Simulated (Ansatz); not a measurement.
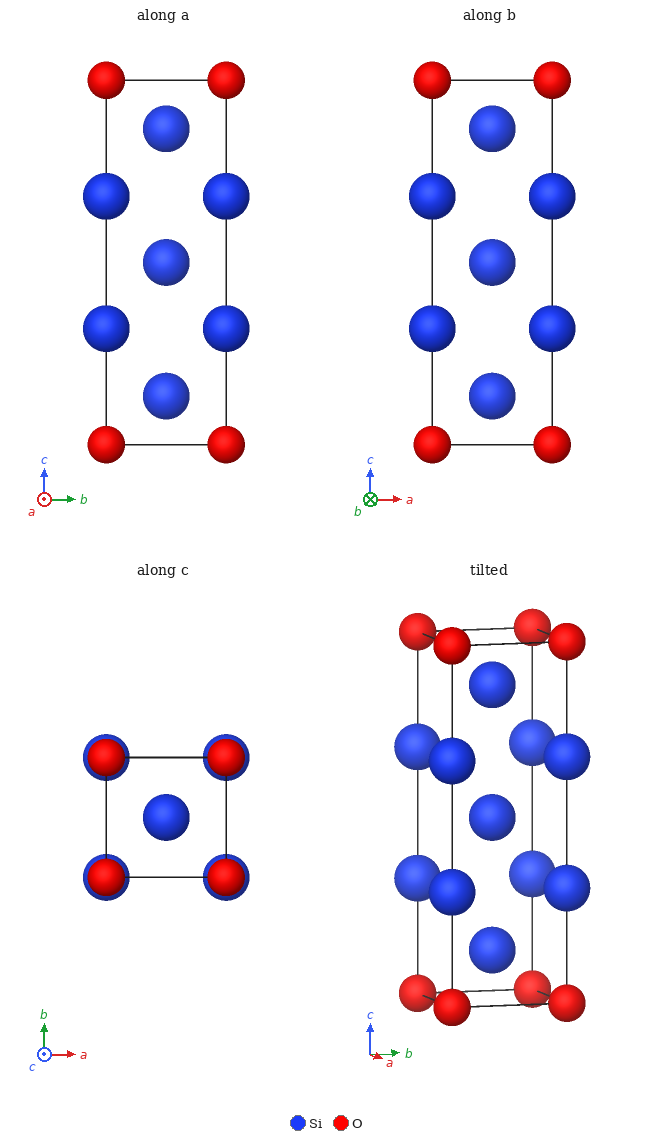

View along the a axis, along the b axis, along the c axis and slightly off an axis, drawn as a spheres-only model. Thin lines show the conventional unit cell, with boundary atoms drawn in all their periodic places.

Lattice parameters: a = 2.976 Å, b = 2.976 Å, c = 9.044 Å, α = 90.00°, β = 90.00°, γ = 90.00°.

### Convert the drawing into a table of Wyckoff sites, with free fractional coordinates to two decimals.

Space group P4/mmm (No. 123).
| atom | site | x | y | z |
| --- | --- | --- | --- | --- |
| Si | 2g | 0.00 | 0.00 | 0.32 |
| Si | 2h | 0.50 | 0.50 | 0.13 |
| Si | 1d | 0.50 | 0.50 | 0.50 |
| O | 1a | 0.00 | 0.00 | 0.00 |

The model was built from a structure type filled with these elements by a generator (whether the compound takes this form wasn't checked). Earlier steps of the study, as a rule a relaxation of our own, may have changed the cell and positions, so they can lie some per cent off the listed ones. A calculation with Ansatz used it as input.
